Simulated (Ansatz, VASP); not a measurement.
# CdSe (Cadmoselite): VASP beside Ansatz, part 3 of 3

One calculation is typed for both programs; each brings its own data sets. How far apart do they land? The cell is taken from a series of VASP runs on this material, whose earlier steps may have relaxed, scaled or displaced it; both programs get it as it stands. Valence electrons are named where the data sets of a main pair hold unlike numbers.

VASP 6.6.1 and Ansatz 0.2.0.

So far. Step 3 (VASP: band structure, r2SCAN with rVV10): Spin-orbit coupling is off here; it would split degenerate levels, and it lifts a valence top of Se p states by about 0.1 eV. The PAW data sets were made with PBE, which is usual practice but a small mismatch for other functionals. Step 4 (Differences): Among the levels compared at these points, filled levels agree within 14 meV and empty ones within 23 meV. Ansatz's pressure holds a Pulay correction of 0.04 GPa; VASP's holds none.

### 6. Ansatz: single point, r2SCAN with rVV10

Level of this step: Ansatz beside VASP: Kohn-Sham DFT, plane waves, r2SCAN with rVV10 (Ansatz).

The same cell, functional, mesh and smearing now go to Ansatz, which takes its cutoff from its data sets.

The cell is taken from a series of VASP runs on this material, whose earlier steps may have relaxed, scaled or displaced it; both programs get it as it stands.

Input file input.yaml:

```yaml
crystal:
  lattice:
    - [4.3156289234, 0.0, 0.0]
    - [-2.1578144617, 3.737444281, 0.0]
    - [0.0, 0.0, 7.0446329691]
  atoms:
    - { symbol: Cd, position: [0.3333333333, 0.6666666667, 0.0046907969] }
    - { symbol: Cd, position: [0.6666666667, 0.3333333333, 0.5046907969] }
    - { symbol: Se, position: [0.3333333333, 0.6666666667, 0.3803092031] }
    - { symbol: Se, position: [0.6666666667, 0.3333333333, 0.8803092031] }
hamiltonian:
  xc: r2scan
  pseudopotentials: { kind: paw }
  dispersion: rvv10
kpoints:
  mp_grid: { grid: [9, 9, 5] }
scf:
  occupations: { method: gaussian, width: 0.05 }
  n_extra_bands: 5
output:
  forces: true
  stress: true
  eigenvalues: true
  write_density: true
  write_potential: true
  elf: true
  volumetric_format: npy
```

The run is started by

```
$ ansatz run input.yaml --threads 2 --pin off --max-ram 4608MiB --backend cpu --events-out ev --progress --plain --runs-dir out
```

Numbers of over 12 decimals in the logs are rounded to 6 here.

Log:

```text
[...]
Crystal: 4 atoms, lattice volume = 113.626 Å³
Basis set: ecut = 500 eV, 2875 PW (Γ), exchange–correlation on 144×144×240 points (64 copies of the dense FFT grid, shifted against one another)
Bands: 41, of which v1, the nominal top of the filled ones, is band 36 counted from 1 (35 counted from 0)
Symmetry: 12 space group operations
[...]
k-point 0: bands = [... 32 lower, 6.2647, 6.9721, 7.0228, 7.0228, 8.1106, 9.6613, 13.3966, 13.3966, ... 1 higher]
  k-point 1: bands = [... 32 lower, 6.3320, 6.3320, 6.9447, 6.9447, 8.8551, 9.7241, 13.3344, 13.4461, ... 1 higher]
  k-point 2: bands = [... 32 lower, 6.5128, 6.5128, 6.7464, 6.7464, 9.6450, 9.8335, 13.0697, 13.6230, ... 1 higher]
  k-point 35: bands = [... 32 lower, 4.3645, 4.7840, 5.8252, 5.8252, 11.3235, 11.3235, 12.5696, 13.5085, ... 1 higher]
[key lines of the parts left out:]
SCF converged after 7 iterations
Free energy (F): -27489.257427 eV
Fermi energy:    7.567487 eV
P = ⅓ Tr σ = 0.0048 GPa (0.048 kbar)
```

Elapsed: 19 s, on 2 threads of Arm Neoverse V2, shared host; peak memory 0.73 GiB; 37 s of CPU time.

The run ends at a pressure of 0.00 GPa, with forces up to 3.1e-4 eV/Å.

### 7. Differences

What differs besides the data sets and the points named for the pairs above, as far as they apply: the data sets hold 72 valence electrons in Ansatz (on its default PAW (the set named soft_2) files) and 36 in VASP. Total energies have different zeros and are not compared.

The two programs side by side:

```csv
quantity,Ansatz,VASP,difference
pressure (GPa),0.00,-0.02,+0.02
gap on the k mesh (eV),1.088,1.075,+0.012
```

A gap on the mesh is an upper bound, since the band edges may lie between its points. Ansatz's pressure holds a Pulay correction of 0.04 GPa; VASP's holds none.

### 8. Ansatz: band structure, r2SCAN with rVV10, spin-orbit coupling

The same path points are solved in both programs, so levels can be compared one by one.

The cell is taken from a series of VASP runs on this material, whose earlier steps may have relaxed, scaled or displaced it; both programs get it as it stands.

Input file input.yaml:

```yaml
crystal:
  lattice:
    - [4.3156289234, 0.0, 0.0]
    - [-2.1578144617, 3.737444281, 0.0]
    - [0.0, 0.0, 7.0446329691]
  atoms:
    - { symbol: Cd, position: [0.3333333333, 0.6666666667, 0.0046907969] }
    - { symbol: Cd, position: [0.6666666667, 0.3333333333, 0.5046907969] }
    - { symbol: Se, position: [0.3333333333, 0.6666666667, 0.3803092031] }
    - { symbol: Se, position: [0.6666666667, 0.3333333333, 0.8803092031] }
hamiltonian:
  xc: r2scan
  pseudopotentials: { kind: paw_fr }
  dispersion: rvv10
magnetization:
  noncollinear: true
  spin_orbit: true
kpoints:
  mp_grid: { grid: [5, 5, 3] }
  band_path:
    path:
      - [0.0, 0.0, 0.0]
      - [0.13333, 0.0, 0.0]
      - [0.3, 0.0, 0.0]
      - [0.46667, 0.0, 0.0]
      - [0.46667, 0.06667, 0.0]
      - [0.41111, 0.17778, 0.0]
      - [0.35556, 0.28889, 0.0]
      - [0.28889, 0.28889, 0.0]
      - [0.17778, 0.17778, 0.0]
      - [0.06667, 0.06667, 0.0]
      - [0.0, 0.0, 0.03333]
      - [0.0, 0.0, 0.2]
      - [0.0, 0.0, 0.36667]
      - [0.0, 0.0, 0.5]
      - [0.16667, 0.0, 0.5]
      - [0.3, 0.0, 0.5]
      - [0.46667, 0.0, 0.5]
      - [0.46667, 0.06667, 0.5]
      - [0.41111, 0.17778, 0.5]
      - [0.35556, 0.28889, 0.5]
      - [0.28889, 0.28889, 0.5]
      - [0.17778, 0.17778, 0.5]
      - [0.06667, 0.06667, 0.5]
      - [0.5, 0.0, 0.46667]
      - [0.5, 0.0, 0.3]
      - [0.5, 0.0, 0.13333]
      - [0.33333, 0.33333, 0.0]
      - [0.33333, 0.33333, 0.16667]
      - [0.33333, 0.33333, 0.33333]
      - [0.33333, 0.33333, 0.5]
    npoints: 1
scf:
  occupations: { method: gaussian, width: 0.05 }
  n_extra_bands: 16
output:
  forces: true
  stress: true
  eigenvalues: true
```

Log:

```text
[...]
non-collinear run that drives no moment, with spin-orbit: no starting moment large enough to seed its density (crystal.atoms[].spin), no starting occupations that ask for one, no magnetisation constraint and no magnetic field, so the semilocal B_xc is pinned to zero
Crystal: 4 atoms, lattice volume = 113.626 Å³
[...]
k-point 0: bands = [... 68 lower, 7.1137, 7.1137, 7.1442, 7.1442, 8.1150, 8.1150, 9.6624, 9.6624, ... 12 higher]
  k-point 1: bands = [... 68 lower, 6.7132, 6.7132, 6.9417, 6.9417, 9.4445, 9.4445, 9.8063, 9.8063, ... 12 higher]
  k-point 2: bands = [... 68 lower, 6.6055, 6.6161, 6.8252, 6.8496, 9.6410, 9.6492, 10.7659, 10.8029, ... 12 higher]
  k-point 9: bands = [... 68 lower, 5.4691, 5.4976, 5.9087, 5.9176, 10.8917, 10.9092, 11.5137, 11.5460, ... 12 higher]
[key lines of the parts left out:]
SCF converged after 8 iterations
Magnetization: |M| = 0.0000 μB,  M = (+0.0000, +0.0000, +0.0000) μB
Free energy (F): -27466.523394 eV
Fermi energy:    7.629599 eV
P = ⅓ Tr σ = -0.0100 GPa (-0.100 kbar)
```

Run time: 74 s. Hardware: 2 threads; peak memory 1.2 GiB; 2.4 min of CPU time.

### 9. VASP: band structure, r2SCAN with rVV10, spin-orbit coupling

The same cell, functional, mesh and smearing now go to VASP, with its own data sets.

Input file INCAR:

```
SYSTEM = CdSe
PREC = Accurate
ENCUT = 400
EDIFF = 1E-06
NELM = 100
ISMEAR = 0
SIGMA = 0.05
LREAL = .FALSE.
ALGO = Normal
METAGGA = R2SCAN
LUSE_VDW = .TRUE.
IVDW_NL = 2
BPARAM = 11.95
CPARAM = 0.0093
LASPH = .TRUE.
LNONCOLLINEAR = .TRUE.
MAGMOM = 0 0 0 0 0 0 0 0 0 0 0 0
NBANDS = 48
GGA_COMPAT = .FALSE.
LSORBIT = .TRUE.
LORBIT = 11
LWAVE = .FALSE.
LCHARG = .FALSE.
KPAR = 4
```

Input file POSCAR:

```
CdSe
1.0
    4.3156289234      0.0000000000      0.0000000000
   -2.1578144617      3.7374442810      0.0000000000
    0.0000000000      0.0000000000      7.0446329691
Cd Se
2 2
Direct
    0.3333333333      0.6666666667      0.0046907969
    0.6666666667      0.3333333333      0.5046907969
    0.3333333333      0.6666666667      0.3803092031
    0.6666666667      0.3333333333      0.8803092031
```

Input file KPOINTS:

```
Automatic mesh
0
Gamma
5 5 3
0 0 0
```

Input file KPOINTS_OPT:

```
Line mode
16
Line-mode
Reciprocal
  0.00000000   0.00000000   0.00000000 GAMMA
  0.50000000   0.00000000   0.00000000 M

  0.50000000   0.00000000   0.00000000 M
  0.33333333   0.33333333   0.00000000 K

  0.33333333   0.33333333   0.00000000 K
  0.00000000   0.00000000   0.00000000 GAMMA

  0.00000000   0.00000000   0.00000000 GAMMA
  0.00000000   0.00000000   0.50000000 A

  0.00000000   0.00000000   0.50000000 A
  0.50000000   0.00000000   0.50000000 L

  0.50000000   0.00000000   0.50000000 L
  0.33333333   0.33333333   0.50000000 H

  0.33333333   0.33333333   0.50000000 H
  0.00000000   0.00000000   0.50000000 A

  0.50000000   0.00000000   0.50000000 L
  0.50000000   0.00000000   0.00000000 M

  0.33333333   0.33333333   0.00000000 K
  0.33333333   0.33333333   0.50000000 H
```

The projector-augmented-wave data sets are Cd and Se (PBE family, release 64).

The run is started by

```
$ mpirun -np 4 vasp_ncl
```

Log:

```text
[... set-up lines as in an earlier step ...]
 entering main loop
       N       E                     dE             d eps       ncg     rms          rms(c)
Total rVV10 correction in eV:      1.1451387    44.2282166
Total rVV10 correction in eV:      1.1451387    44.2282166
Total rVV10 correction in eV:      1.1451387    44.2282166
Total rVV10 correction in eV:      1.1451387    44.2282166
DAV:   1     0.153936063456E+03    0.15394E+03   -0.15062E+04  1440   0.113E+03
DAV:   2    -0.672746293627E+02   -0.22121E+03   -0.21496E+03  1648   0.311E+02
DAV:   3    -0.803528976599E+02   -0.13078E+02   -0.13004E+02  1680   0.759E+01
DAV:   4    -0.804785522330E+02   -0.12565E+00   -0.12555E+00  1616   0.704E+00
DAV:   5    -0.804796965304E+02   -0.11443E-02   -0.11442E-02  1696   0.596E-01    0.841E+00
Total rVV10 correction in eV:      1.1542931    44.2282163
Total rVV10 correction in eV:      1.1542931    44.2282163
Total rVV10 correction in eV:      1.1542931    44.2282163
Total rVV10 correction in eV:      1.1542931    44.2282163
[...]
Total rVV10 correction in eV:      1.1792018    44.2282163
Total rVV10 correction in eV:      1.1792018    44.2282163
   1 F= -.70717186E+02 E0= -.70717186E+02  d E =-.785277E-14  mag=     0.0000     0.0000     0.0000
 Start KPOINTS_OPT (optional k-point list driver)
k-point batch [1-15\144]
       N       E                     dE             ncg
DAV:   1     0.448656333145E+03   -0.46054E+04     1456
DAV:   2    -0.292554716576E+04   -0.33742E+04     1640
DAV:   3    -0.311457966160E+04   -0.18903E+03     1744
DAV:   4    -0.311638389316E+04   -0.18042E+01     1632
DAV:   5    -0.311640183702E+04   -0.17944E-01     1712
DAV:   6    -0.311640217132E+04   -0.33430E-03     1648
DAV:   7    -0.311640218032E+04   -0.90008E-05     1480
DAV:   8    -0.311640218061E+04   -0.28608E-06     1104
[...]
k-point batch [136-144\144]
       N       E                     dE             ncg
DAV:   1     0.594108321299E+04   -0.86915E+04      864
DAV:   2     0.400395776359E+04   -0.19371E+04      992
DAV:   3     0.390180595226E+04   -0.10215E+03     1040
DAV:   4     0.390099326820E+04   -0.81268E+00      880
DAV:   5     0.390098788815E+04   -0.53800E-02      968
DAV:   6     0.390098781883E+04   -0.69318E-04      912
DAV:   7     0.390098781741E+04   -0.14239E-05      816
DAV:   8     0.390098781737E+04   -0.41223E-07      608
```

From OUTCAR (step 9):

```text
  Total        0.0162027      0.0162027     -0.0331491      0.0000000      0.0000000      0.0000000
  in kB        0.2284650      0.2284650     -0.4674180      0.0000000      0.0000000      0.0000000
  external PRESSURE =      -0.0034960 kB  Pullay stress =       0.0000000 kB

 POSITION                                       TOTAL-FORCE (eV/Angst)
 -----------------------------------------------------------------------------------
     -0.00000      2.49163      0.03304         0.000000      0.000000      0.005307
      2.15781      1.24581      3.55536        -0.000000      0.000000      0.005307
     -0.00000      2.49163      2.67914         0.000000     -0.000000     -0.005307
      2.15781      1.24581      6.20146        -0.000000      0.000000     -0.005307
 -----------------------------------------------------------------------------------
    total drift:                               -0.000000      0.000000      0.008144

  FREE ENERGIE OF THE ION-ELECTRON SYSTEM (eV)
  ---------------------------------------------------
  free  energy   TOTEN  =       -70.7171856437 eV

  energy  without entropy=      -70.7171856437  energy(sigma->0) =      -70.71718564

 magnetization (x)
# of ion       s       p       d       tot
------------------------------------------
    1        0.000   0.000   0.000   0.000
    2       -0.000   0.000  -0.000  -0.000
    3        0.000  -0.000   0.000  -0.000
    4        0.000   0.000  -0.000   0.000
--------------------------------------------------
tot          0.000   0.000  -0.000   0.000

 magnetization (y)
# of ion       s       p       d       tot
------------------------------------------
    1        0.000   0.000   0.000   0.000
    2        0.000   0.000   0.000   0.000
    3        0.000   0.000   0.000   0.000
    4        0.000   0.000   0.000   0.000
--------------------------------------------------
tot          0.000   0.000   0.000   0.000

 magnetization (z)
# of ion       s       p       d       tot
------------------------------------------
    1        0.000   0.000   0.000   0.000
    2        0.000   0.000  -0.000  -0.000
    3        0.000  -0.000   0.000  -0.000
    4        0.000  -0.000   0.000  -0.000
--------------------------------------------------
tot          0.000  -0.000   0.000   0.000

[... 1 part as in an earlier step ...]

[... 2 further parts left out ...]
[key lines of the parts left out:]
E-fermi :   0.9255
```

The run ends at a pressure of 0.00 GPa, with forces up to 0.0053 eV/Å.

### 10. Comparison

What differs besides the data sets and the points named for the pairs above, as far as they apply: spin-orbit coupling enters by fully relativistic files in Ansatz and inside the spheres in VASP; the data sets hold 72 valence electrons in Ansatz (on its fully relativistic PAW (standard-fr) files) and 36 in VASP. Total energies have different zeros and are not compared.

The two programs side by side:

```csv
quantity,Ansatz,VASP,difference
pressure (GPa),-0.01,0.00,-0.01
gap over the path points (eV),0.971,0.957,+0.014
```

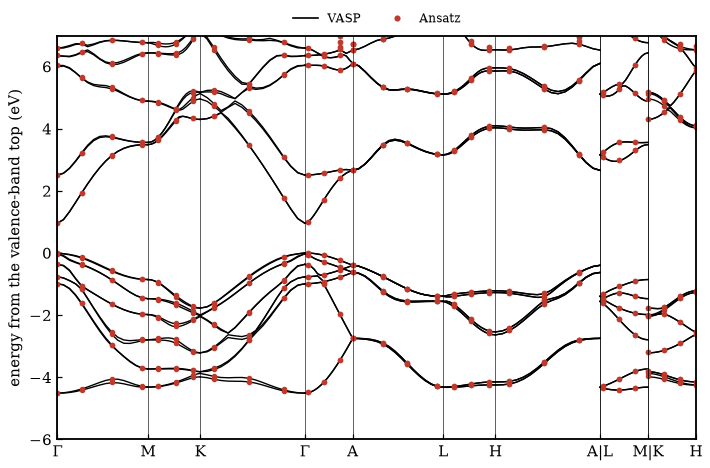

Bands from VASP (lines) and levels from Ansatz (dots). Dots without a line are higher empty bands that the VASP plot leaves out.

Levels at points of the path, from each program's valence-band top (eV; 8 filled, then empty):

```
k (reciprocal lattice)                                                                         Ansatz                                                                           VASP
     0.000 0.000 0.000    -0.76 -0.76 -0.37 -0.37 -0.03 -0.03 0.00 0.00 0.97 0.97 2.52 2.52 6.05 6.05    -0.77 -0.77 -0.37 -0.37 -0.03 -0.03 0.00 0.00 0.96 0.96 2.50 2.50 6.04 6.04
     0.133 0.000 0.000  -1.17 -1.16 -1.06 -1.05 -0.38 -0.36 -0.16 -0.14 1.93 1.94 3.20 3.23 5.64 5.65  -1.17 -1.16 -1.07 -1.05 -0.38 -0.36 -0.17 -0.14 1.92 1.93 3.19 3.22 5.63 5.64
     0.300 0.000 0.000  -2.61 -2.54 -1.64 -1.64 -0.87 -0.86 -0.59 -0.56 3.13 3.14 3.73 3.75 5.28 5.33  -2.62 -2.55 -1.65 -1.65 -0.87 -0.86 -0.59 -0.57 3.13 3.13 3.72 3.74 5.28 5.33
     0.467 0.000 0.000  -2.81 -2.78 -1.97 -1.97 -1.44 -1.44 -0.85 -0.84 3.48 3.49 3.57 3.57 4.91 4.91  -2.83 -2.79 -1.98 -1.97 -1.45 -1.45 -0.85 -0.85 3.48 3.48 3.56 3.56 4.90 4.90
     0.467 0.067 0.000  -2.79 -2.75 -2.08 -2.05 -1.50 -1.48 -0.96 -0.95 3.63 3.65 3.74 3.74 4.84 4.86  -2.81 -2.76 -2.09 -2.06 -1.51 -1.49 -0.97 -0.96 3.62 3.65 3.73 3.73 4.83 4.85
     0.411 0.178 0.000  -2.89 -2.79 -2.37 -2.27 -1.67 -1.61 -1.41 -1.37 4.25 4.29 4.58 4.62 4.63 4.64  -2.90 -2.80 -2.38 -2.28 -1.68 -1.61 -1.42 -1.38 4.25 4.29 4.58 4.61 4.62 4.63
     0.356 0.289 0.000  -3.17 -3.14 -2.16 -2.12 -1.92 -1.88 -1.74 -1.72 4.33 4.33 4.88 5.00 5.16 5.21  -3.19 -3.16 -2.17 -2.13 -1.93 -1.88 -1.75 -1.72 4.32 4.32 4.88 5.00 5.16 5.22
     0.289 0.289 0.000  -3.05 -3.02 -2.33 -2.30 -1.76 -1.75 -1.61 -1.61 4.41 4.41 4.71 4.80 5.18 5.24  -3.06 -3.03 -2.34 -2.31 -1.77 -1.76 -1.62 -1.61 4.39 4.40 4.71 4.80 5.18 5.24
     0.178 0.178 0.000  -2.71 -2.63 -1.92 -1.90 -0.97 -0.97 -0.78 -0.75 3.46 3.47 4.49 4.56 5.31 5.37  -2.72 -2.64 -1.93 -1.91 -0.97 -0.97 -0.78 -0.75 3.46 3.47 4.49 4.55 5.30 5.36
     0.067 0.067 0.000  -1.12 -1.12 -0.89 -0.88 -0.35 -0.33 -0.14 -0.12 1.77 1.78 3.08 3.10 5.74 5.75  -1.13 -1.12 -0.90 -0.89 -0.35 -0.33 -0.14 -0.12 1.76 1.77 3.06 3.09 5.73 5.73
```

Among the levels compared at these points, filled levels agree within 13 meV and empty ones within 16 meV. Ansatz's pressure holds a Pulay correction of 0.04 GPa; VASP's holds none.

### 11. What came out

```
largest difference of a filled level at the path points (band structure, r2SCAN with rVV10)                      : 14 meV
difference in gap on the k mesh (single point, r2SCAN with rVV10)                                                : 0.012 eV
largest difference of a filled level at the path points (band structure, r2SCAN with rVV10, spin-orbit coupling) : 13 meV
```

In words: The largest difference of a filled level at the path points is 14 meV (band structure, r2SCAN with rVV10), within the 80 meV picked in this series as the mark of a large difference. The data sets hold unlike numbers of valence electrons (72 in Ansatz and 36 in VASP), so part of the differences comes from the potentials. Such differences can come from data sets, numerical settings and the points named under the comparisons, not from the functional's error against experiment.

[Lines on the potential files, build, host, timing and source positions are cut from VASP's logs without a mark.]

[Logs are printed without paths, hosts, clocks, repeated set-up lines and the standing remarks that a program may print on its own settings, such as how far it seeks lower states.]

[Hosts, paths, dates, database ids (printed as entryN), source tags and the programs' standing remarks are cut or masked in the printed files.]
